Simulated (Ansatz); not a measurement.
BHCl$_{3}$: frequency calculation

System: BHCl$_{3}$, multiplicity 2.
Method: UKS revPBE/def2-SVP (Ansatz 0.2.0).

It belongs to a series of runs on one base structure; here: vibrations at the highest image of the band. Figures and captions count atoms from 1; the log counts them from 0 in places.

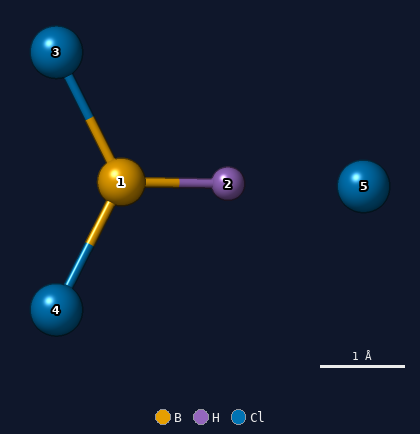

Fig. 1: The structure (ball-and-stick view, seen at a tilt; atoms are numbered from 1 in the order of the input). Bond lengths as drawn: B–Cl 1.74 Å and B–H 1.31 Å.

### Input
```yaml
crystal:
  periodic: [false, false, false]
  atoms:
    - { symbol: B, position_ang: [0.002187, 0.040851, -0.005208] }
    - { symbol: H, position_ang: [-0.004215, -0.002147, 1.305532] }
    - { symbol: Cl, position_ang: [1.548725, 0.094494, -0.792495] }
    - { symbol: Cl, position_ang: [-1.536389, 0.030406, -0.809683] }
    - { symbol: Cl, position_ang: [-0.010311, -0.163603, 2.991855] }
magnetization:
  spin_polarized: true
  initial_magnetization: 1
basis:
  gaussian: { orbitals: def2-SVP }
hamiltonian:
  xc: revpbe
phonons: {}
```

Launched with:
```bash
ansatz run input.yaml --threads 2 --pin off --max-ram 3072MiB --backend cpu --events-out ev --progress --plain --runs-dir out
```

### Output
```
Engine: ansatz 0.2.0, x86_64-unknown-linux-gnu
Functional definition: revPBE
  parameter kappa = 1.245
  parameter beta = 0.06672455060314922
  exchange = pbe_x(kappa = kappa, mu = beta*pi^2/3)
  correlation = pbe_c(beta = beta)
797 factors; their error is unknown
mean field evaluation 1: about -38240.5604 eV, gradient 1.3e1 eV
mean field evaluation 2: about -38239.3173 eV, gradient 2.0e1 eV
mean field evaluation 4: about -38241.6695 eV, gradient 1.6e0 eV
mean field evaluation 8: about -38241.6877 eV, gradient 2.8e-2 eV
mean field evaluation 16: about -38241.6449 eV, gradient 3.5e-5 eV
mean field -38241.64488973 eV, -1405.3545285795 hartree, gradient 3.5e-5 eV, S^2 0.752364; 2 other end points of the search recorded, 0 dependent functions left out
the calculation of the forces begins
reference -38241.64492239 eV, -1405.3545297799 hartree; 29, 28 occupied and 44, 45 virtual orbitals, 797 factors
these checks for a lower state are left out or cut short: stability, starts, cluster_reference, orbital_swaps, neighbouring_geometries, increment
797 factors; their error is unknown
mean field evaluation 32: about -38241.6448 eV, gradient 2.7e-6 eV
mean field -38241.64478253 eV, -1405.3545246403 hartree, gradient 2.7e-6 eV, S^2 0.752364; 0 other end points of the search recorded, 0 dependent functions left out
[... from here on the field's lines of each further geometry are left out, up to the last ...]
the calculation of the forces begins
reference -38241.64492815 eV, -1405.3545299914 hartree; 29, 28 occupied and 44, 45 virtual orbitals, 797 factors
these checks for a lower state are left out or cut short: stability, starts, cluster_reference, orbital_swaps, neighbouring_geometries, increment
797 factors; their error is unknown
mean field -38241.64486333 eV, -1405.3545276095 hartree, gradient 2.3e-6 eV, S^2 0.752367; 0 other end points of the search recorded, 0 dependent functions left out
the calculation of the forces begins
reference -38241.64489599 eV, -1405.3545288099 hartree; 29, 28 occupied and 44, 45 virtual orbitals, 797 factors
WARN: phonons: modes at or below zero, which the zero-point energy, F, S and C_V leave out: 1, the lowest at -137.75 cm⁻¹. A minimum has none, and a first-order saddle one
Total energy: -38241.64492239 eV, -1405.3545297799 hartree
Atom 0 at     0.002187     0.040851    -0.005208 Å, force     0.000157    -0.008445    -0.021371 eV/Å
Atom 1 at    -0.004215    -0.002147     1.305532 Å, force    -0.000327     0.014374    -0.000593 eV/Å
Atom 2 at     1.548725     0.094494    -0.792495 Å, force     0.001786     0.000304     0.007738 eV/Å
Atom 3 at    -1.536389     0.030406    -0.809683 Å, force    -0.001721     0.000229     0.007816 eV/Å
Atom 4 at    -0.010311    -0.163603     2.991855 Å, force     0.000105    -0.006463     0.006410 eV/Å
Dipole moment:     0.002340     0.041013    -0.569679 e Å
Vibrations: -137.75 53.68 157.25 317.29 626.43 730.68 854.00 1020.84 1494.78 cm⁻¹, zero-point energy 0.325766 eV
```

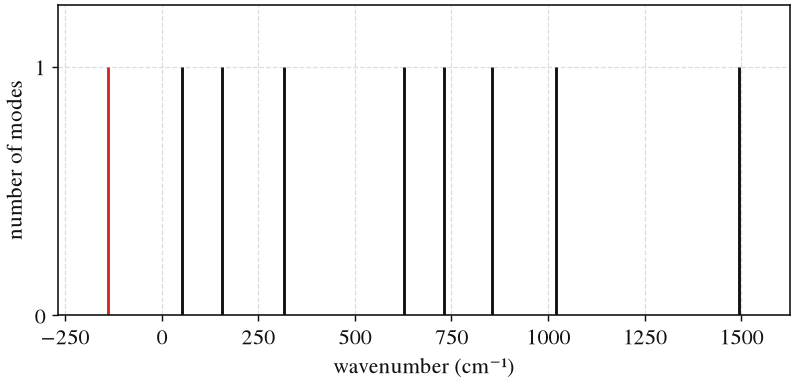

Fig. 2: Harmonic vibrational wavenumbers from the force constants; neighbouring modes closer than 7 cm⁻¹ are counted in one stick, and imaginary ones are drawn at negative wavenumbers. 9 modes from 138i to 1495 cm⁻¹, 1 imaginary beyond 8i (138i cm⁻¹): a first-order saddle point, if the geometry is stationary.

### Results in brief

```csv
quantity,value
outcome,converged
total energy,−38241.6449 eV
mean-field energy,−38241.6449 eV
⟨S²⟩,0.752
largest force (length of the vector),0.023 eV/Å
hardware,"2 threads of Intel Xeon (Sapphire Rapids), 32 GiB of memory available, shared host"
wall time,19 s (CPU time 36 s)
peak memory,0.14 GiB
```
